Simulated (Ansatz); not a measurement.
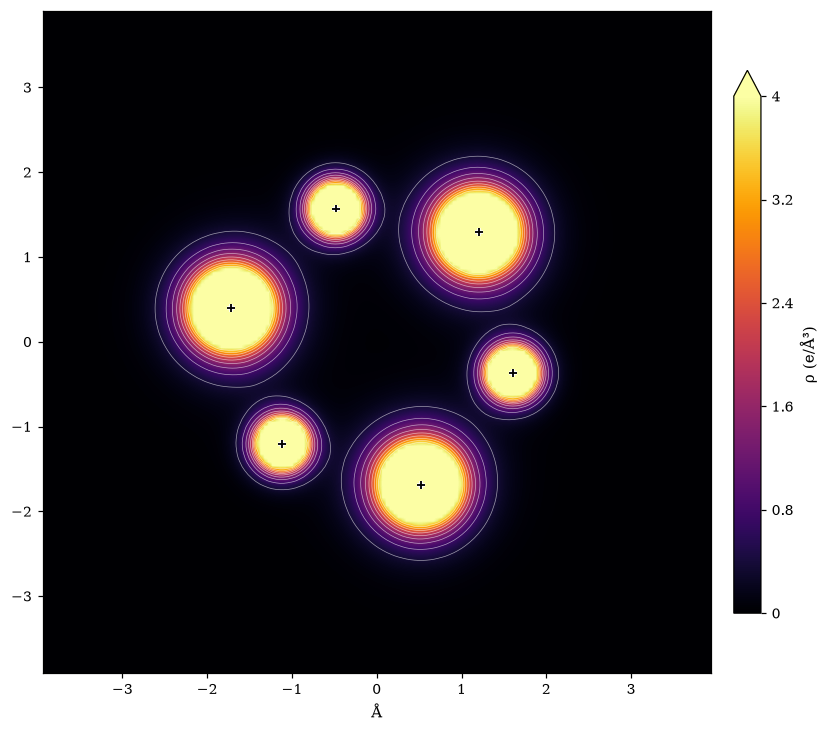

The electron density on a plane through atoms (crosses mark nuclei in the plane).

All numbers below come from RKS PBE0-D4/def2-TZVP in Ansatz 0.2.0.

Candidates:
A. Al···Al···Sb2
B. H2O3Si
C. F3Li3

**Which system is this?**

Candidate C: F3Li3 on the molecular plane, which holds Li and F. Li–F (1.71 Å): ρ is about 0.58 e/Å³ halfway.
